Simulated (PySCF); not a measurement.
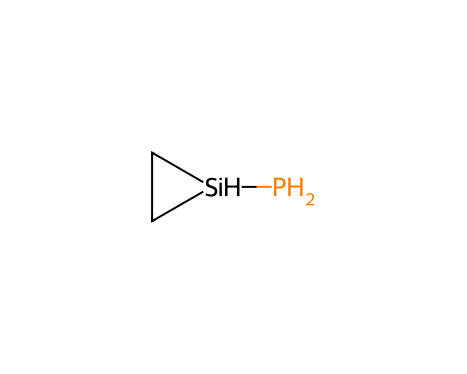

Question: Transcribe the drawing into SMILES.

Answer: P[SiH]1CC1

Question: What is the molecular formula?

Answer: C2H7PSi.

Question: An optimisation with PBE0-D3(BJ)/def2-SVP gave a structure of which point group?

Answer: Cs.

More results for the same structure follow; atom numbers are the same in all pictures, views and colours differ. The computed structure is the end point of a PBE0-D3(BJ)/def2-SVP optimisation. No frequency run is at hand to confirm it as a minimum.

### Dipole moment

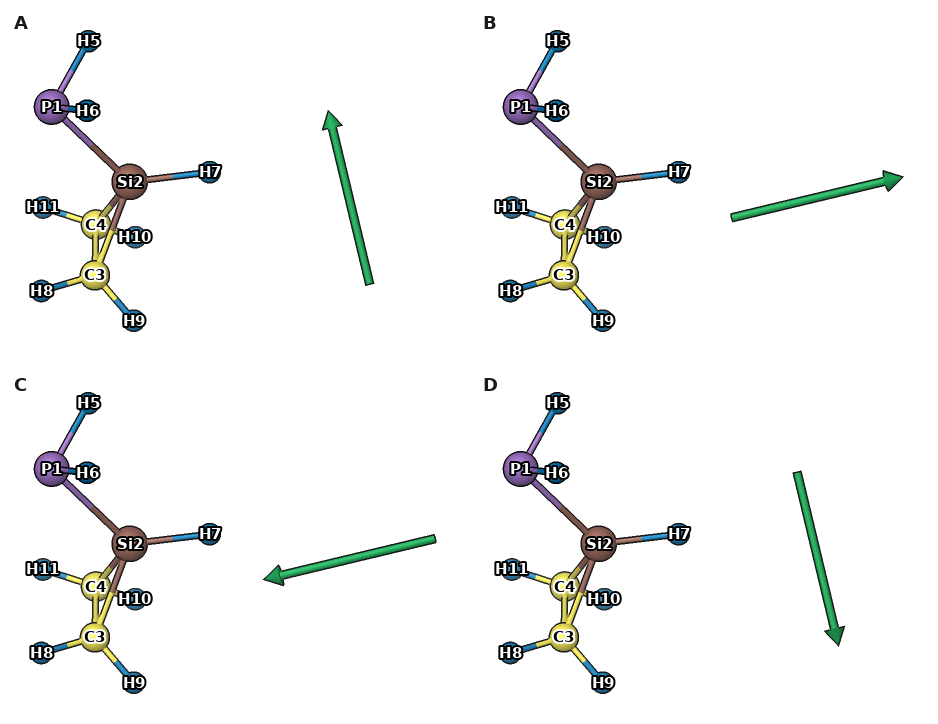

The same molecule four times, each with an arrow. No frequency run is at hand to confirm it as a minimum. Level of theory: B3LYP/def2-SVPD in water (IEF-PCM) (PySCF 2.14.0).

Question: Which arrow points along the dipole moment, from the negative to the positive end?

Answer: B. The dipole moment is 0.88 D; it points from the side of H8, H11 to the side of H7 (the outermost atoms at the two ends).

### Excitation

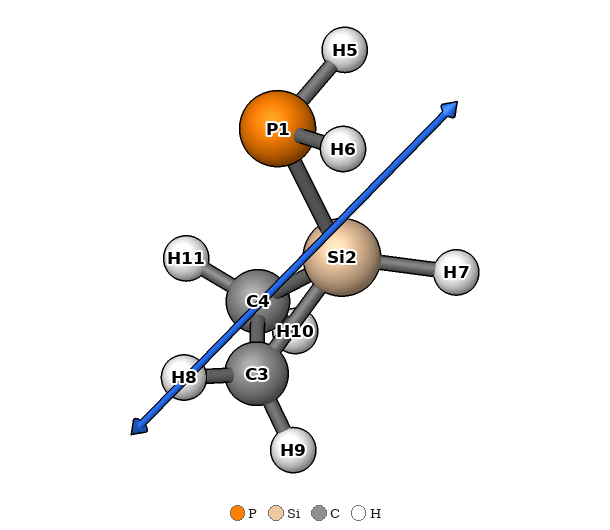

The double arrow shows the direction of the transition dipole to excited singlet state 5 (its length means nothing). No frequency run is at hand to confirm it as a minimum. Method: TDDFT B3LYP/def2-SVPD, vertical, gas phase, core orbitals frozen in the response (PySCF 2.14.0).

Question: Where does the transition lie, and how strong is it?

Answer: 6.38 eV (194 nm), oscillator strength 0.067, mainly HOMO → LUMO+3 (weight 0.84); transition dipole 1.67 D.

### Charges

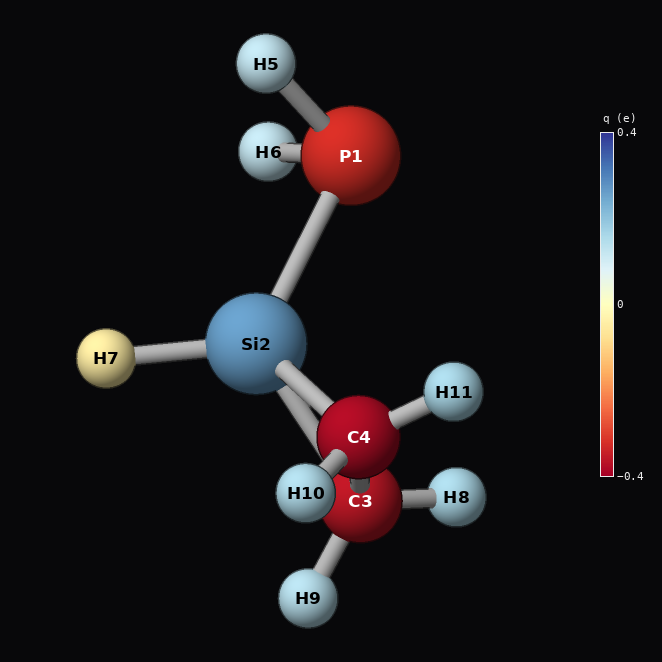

Atoms are coloured by their ESP-fitted charges. No frequency run is at hand to confirm it as a minimum. Level of theory: PBE0/pcSseg-1 in chloroform (IEF-PCM) (PySCF 2.14.0).

Question: Which atom carries the highest charge (most positive or least negative)?

Answer: Si2 (0.26 e).

Question: And the lowest?

Answer: C3, C4 (−0.38 to −0.36 e).

Give the ESP-fitted charges atom by atom.

| atom | value (e) |
| --- | --- |
| P1 | −0.32 |
| Si2 | 0.26 |
| C3 | −0.36 |
| C4 | −0.38 |
| H5 | 0.12 |
| H6 | 0.12 |
| H7 | −0.05 |
| H8 | 0.15 |
| H9 | 0.14 |
| H10 | 0.15 |
| H11 | 0.16 |
